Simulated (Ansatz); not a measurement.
**MoSe: one run, from forces to fields**

The system is MoSe, a borrowed structure type, volume estimated. Wanted, at the geometry given: its forces and stress, its levels, and how its atoms share the electrons.

All numbers below are computed with Ansatz 0.2.0 (DFT, HSE06, no spin polarisation, plane waves, PAW).

### Step 1. Geometry

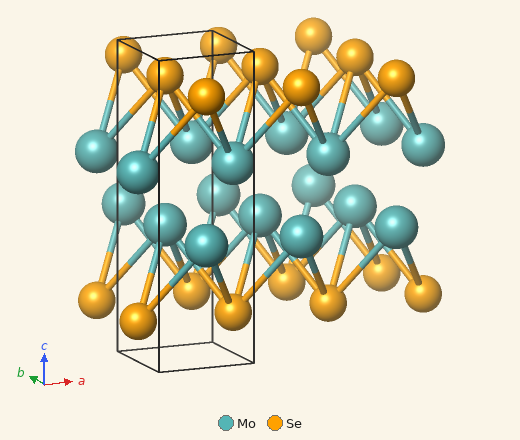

The cell, seen slightly off an axis (molybdenum teal, selenium orange). 3×2×1 cells are drawn.

The structure is tetragonal, space group P4/nmm (No. 129). The conventional cell has a = 2.942 Å, b = 2.942 Å, c = 9.072 Å, α = 90.00°, β = 90.00°, γ = 90.00°. Around Mo (site symmetry 4mm) lie 8 Mo at 2.86 to 2.94 Å and 4 Se at 3.16 Å. Around Se (site symmetry 4mm) lie 8 Se at 2.94 to 3.15 Å and 4 Mo at 3.16 Å.

As a file:

```xyz
4
Lattice="2.9424 0.0000 0.0000 0.0000 2.9424 0.0000 0.0000 0.0000 9.0722" Properties=species:S:1:pos:R:3 pbc="T T T"
Mo    0.0000    1.4712    5.5159
Mo    1.4712    0.0000    3.5563
Se    0.0000    1.4712    1.1794
Se    1.4712    0.0000    7.8929
```

### Step 2. Self-consistent run

File input.yaml:

```yaml
crystal:
  lattice:
    - [2.94235128, 0.0, 0.0]
    - [0.0, 2.94235128, 0.0]
    - [0.0, 0.0, 9.07224952]
  atoms:
    - { symbol: Mo, position: [0.0, 0.5, 0.608] }
    - { symbol: Mo, position: [0.5, 0.0, 0.392] }
    - { symbol: Se, position: [0.0, 0.5, 0.13] }
    - { symbol: Se, position: [0.5, 0.0, 0.87] }
  symmetry: { tolerance: 0.0003 }
kpoints:
  mp_grid: { grid: [4, 4, 1], shift: [0, 0, 0] }
magnetization:
  spin_polarized: false
scf:
  occupations: { method: methfessel_paxton, width: 0.052 }
hamiltonian:
  pseudopotentials: { kind: paw }
  xc: hse06
basis:
  ecutwfc: 420
  fft_grid_basis: typed
output:
  forces: true
  stress: true
  eigenvalues: true
  bader: true
  populations: true
  elf: true
  write_potential: true
  volumetric_format: npy
  dos:
    e_range: [-12, 8]
    de: 0.05
    projected: { site_lists: { Mo: [Mo], Se: [Se] } }
    method: { smearing: { sigma: 0.1, scheme: gaussian } }
```

What it wrote, cut to the lines that bear on the results:

```text
Warning: output.stress: scf.convergence.dr2_threshold = 1e-7 eV (the SCF's general default) is looser than the 4e-10 eV advised for a printed stress (1e-10 eV for each atom of the cell: 4). What an SCF threshold leaves in a stress goes as its square root, and in the free energy as the [...]
Warning: output.stress: scf.exx.energy_threshold = 1e-6 eV is looser than the 4e-8 eV advised for a stress under a hybrid functional (1e-8 eV for each atom of the cell: 4). Every SCF of the exchange loop can meet its threshold on dr2 while the loop round them stops early: no threshold on [...]
Warning: RAYON_NUM_THREADS=2 ignored (pool sized by the plan → 2); use --threads N
[...]
Pseudopotentials: kind: paw
Pseudopotential: Mo, paw, valence charge 14, recommended cutoff 420 eV (normal), Mo.paw.azcp
Pseudopotential: Se, paw, valence charge 16, recommended cutoff 420 eV (normal), Se.paw.azcp
Functional definition: HSE06
[...]
Crystal: 4 atoms, lattice volume = 78.542 Å³
Basis set: ecut = 420 eV, 1507 PW (Γ), exchange–correlation on 40×40×128 points (8 copies of the dense FFT grid, shifted against one another)
Bands: 36, of which v1, the nominal top of the filled ones, is band 30 counted from 1 (29 counted from 0)
Symmetry: 16 space group operations
Space group: P4/nmm (ITA 129), of the structure as read, at distance tolerance 1.3e-3 Å
k-points: 6 of 16
[...]
SCF iter   1: F=—  HF=-20848.076346 eV  |F-HF|=—  |Δ(HF+E_count)|=         —  Δρ=8.00e-3  dr2=2.30e-2  ethr=1.77e-3  ⟨swp⟩=5.0  Hψ=769  notcnv=0
[...]
Frozen-core exchange: fock
[...]
hybrid outer 1: dexx = +1.491e-2 eV, tail = 1.22e-2 eV
[...]
Frozen-core exchange: fock
[...]
SCF 3 stopped early in 5 iterations: F = -20853.852256 eV  dr2 = 9.72e-5
[...]
hybrid outer 2: dexx = +1.289e-3 eV, tail = 6.26e-4 eV, Δε = 2.22e-2 eV (about 3.69e-3 eV left of the loop's levels), ΔF = 5.20e-2 eV/Å (tail 1.28e-1)
[...]
Frozen-core exchange: fock
[...]
SCF iter  14: F=-20853.852360 eV  HF=-20853.852360 eV  |F-HF|=7.28e-12  |Δ(HF+E_count)|=  8.19e-10  S|Δr|=    0.00e0  Δρ=2.73e-7  dr2=2.26e-11  ethr=1.00e-12  ⟨swp⟩=4.0  Hψ=464  notcnv=0
[...]
hybrid outer 3: dexx = +1.381e-5 eV, tail = 2.77e-8 eV, Δε = 7.48e-3 eV (about 2.29e-4 eV left of the loop's levels), ΔF = 8.48e-3 eV/Å (tail 6.83e-4)
hybrid SCF converged: 3 outer / 28 inner (+9 warm-up), last move |dexx| = 1.38e-5 eV, tail = 2.77e-8 eV
Stability not checked: this state was not tested for a lower state beside it, because the functional holds exact exchange (a hybrid, or Hartree-Fock), whose exchange loop this test does not read (fock_operator; see scf.lower_state_search)
Free energy (F): -20853.852359 eV
Frozen-core exchange: fock
[...]
E sigma→0 (E₀):  -20853.851018 eV
Entropy (-TS):   -0.005364 eV (-1.341 meV/atom)
Fermi energy:    14.008526 eV
[...]
--- Forces (eV/Å), atoms counted from 1 ---
  atom   1  Mo     0.00000000     0.00000000    -1.38909544
  atom   2  Mo     0.00000000     0.00000000     1.38909544
  atom   3  Se     0.00000000     0.00000000     2.20520781
  atom   4  Se     0.00000000     0.00000000    -2.20520781
[...]
--- Stress (GPa, compression-positive) ---
      -14.308238       0.000000       0.000000
        0.000000     -14.308238       0.000000
        0.000000       0.000000     -24.913196
  P = ⅓ Tr σ = -17.8432 GPa (-178.432 kbar)
--- Band table (eV; the first three rows and the last of 6) ---
[...]
--- Löwdin populations: 4 sites ---
  site symbol       q [e]
     0     Mo     13.7430
     1     Mo     13.7430
     2     Se     16.1172
     3     Se     16.1172
  spilling = 0.004660 (of n_electrons = 60.000000)
--- Bader charges: 4 sites ---
  site symbol  charge [e]  shift [e]
     0     Mo      0.3387     0.0000
     1     Mo      0.3387     0.0000
     2     Se     -0.3387     0.0000
     3     Se     -0.3387     0.0000
  estimated error of the sums over rays = 2.7e-4 e
```

Wall time 25 s (2 threads of an Arm CPU, shared host); peak memory 0.66 GiB.

### Step 3. How far from equilibrium

Sizes of the largest forces and where they point against the nearest neighbour:

```csv
atom,force (eV/Å),nearest,distance (Å),direction
Se4,2.205,Se4,2.94,(others are as near)
Se3,2.205,Se3,2.94,(others are as near)
Mo1,1.389,Mo2,2.86,(others are as near)
Mo2,1.389,Mo1,2.86,(others are as near)
```

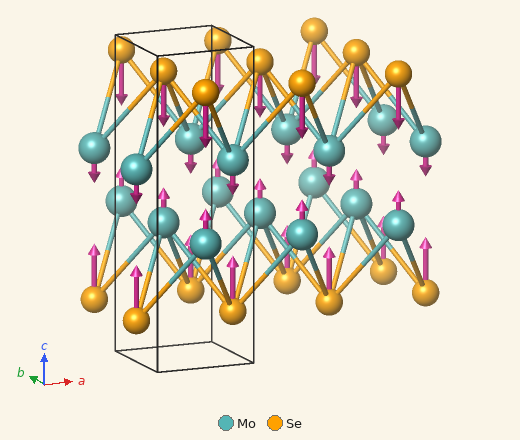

Forces as arrows; the longest is 2.21 eV/Å.

Principal stresses (compression positive): -24.91, -14.31, -14.31 GPa; their mean, the pressure, is -17.84 GPa.

### Step 4. States by energy

Counts of states in windows (eV from the Fermi level; Gaussian smearing of 0.1 eV), total and projected:

```csv
from,to,total,Mo s,Mo d,Se p
-4.5,-4.0,2.57,0.21,1.00,1.21
-4.0,-3.5,2.50,0.21,1.47,0.71
-3.5,-3.0,1.73,0.16,1.21,0.28
-3.0,-2.5,1.34,0.01,0.82,0.46
-2.5,-2.0,1.71,0.05,0.76,0.76
-2.0,-1.5,0.99,0.03,0.28,0.63
-1.5,-1.0,1.77,0.04,1.08,0.57
-1.0,-0.5,2.45,0.06,1.91,0.41
-0.5,0.0,1.05,0.00,0.95,0.09
0.0,0.5,2.18,0.02,1.76,0.38
0.5,1.0,1.25,0.06,0.90,0.25
1.0,1.5,1.48,0.03,0.67,0.75
1.5,2.0,1.38,0.03,1.16,0.13
```

The bands computed are complete only to about 2.3 eV above the Fermi level.

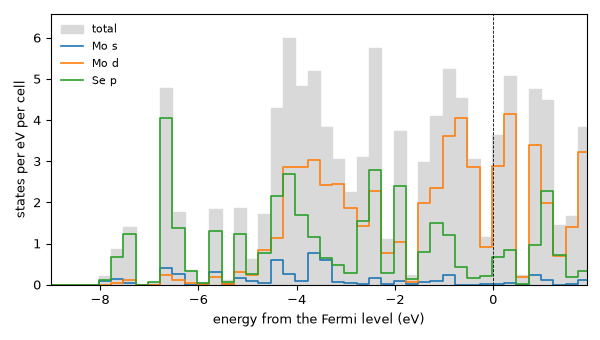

Total and projected density of states, in bins of 0.25 eV.

### Step 5. Atomic charges

Gathered by element (positive charge: electrons given up): Löwdin charges also hold the electrons that the projection spills.

```csv
element,atoms,Bader charge (e),Bader volume (Å³),Löwdin charge (e)
Mo,2,+0.34,17.8,+0.26
Se,2,-0.34,21.5,-0.12
```

The Löwdin projection spills 0.5 % of the electrons and depends on the orbitals chosen; where it disagrees with Bader's partition, neither is an observable.

### Step 6. Maps of the fields

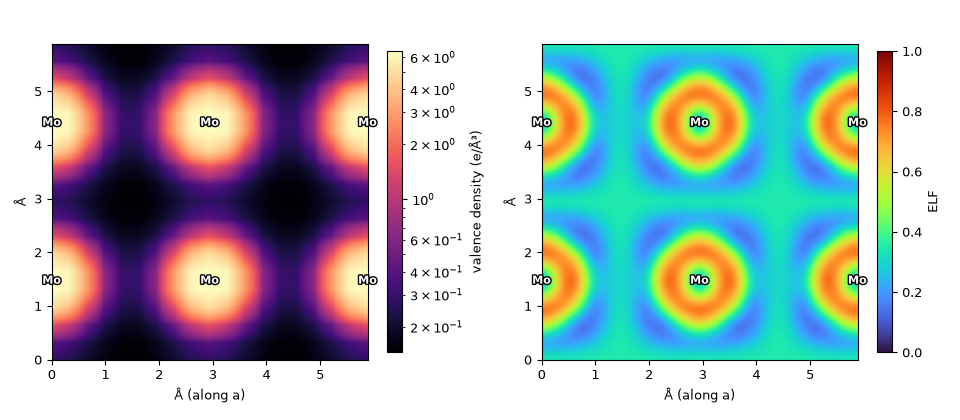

Valence density (left, log scale) and ELF (right) in the plane spanned by a and b at height 0.608 along c (axes of the input's cell); atoms within 0.2 Å are lettered, 2×2 cells. These are the smooth PAW fields, not the true ones near the nuclei.

At the density minimum on some short contacts:

```csv
contact,length (Å),minimum at (fraction),density (e/Å³),ELF
Mo1–Mo2,2.858,0.50,0.349,0.43
Se3–Se3,2.942,0.50,0.241,0.33
Mo1–Se4,3.159,0.47,0.169,0.19
```

### Step 7. Summary of results

| quantity | value |
| --- | --- |
| largest force | 2.205 eV/Å on Se |
| pressure | -17.8 GPa |
| character | metal |
| density of states, mean within 0.25 eV of the Fermi level | 2.4 per eV per cell |
| Bader charges | Mo +0.34, Se -0.34 e |

In words: It is a metal; within 0.25 eV of the Fermi level the density of states averages 2.4 per eV per cell, mostly Mo d (81 %) and Se p (18 %), but it varies sharply: 4.7 at the Fermi level itself, on this mesh. Forces reach 2.2 eV/Å, so the geometry is far from rest and the levels are not those of the relaxed cell. With forces up to 2.21 eV/Å (on Se), a relaxation would move the atoms. The pressure of -17.8 GPa says the cell is too large, and unequal principal stresses would change its shape. Mo loses most charge (+0.34 e on average) and Se gains most (-0.34 e).

Keep in mind: hybrid functional on a coarse k mesh, so gap or metal on the mesh may not be true; the exchange threshold is loose for a stress; the SCF threshold is loose for a stress.
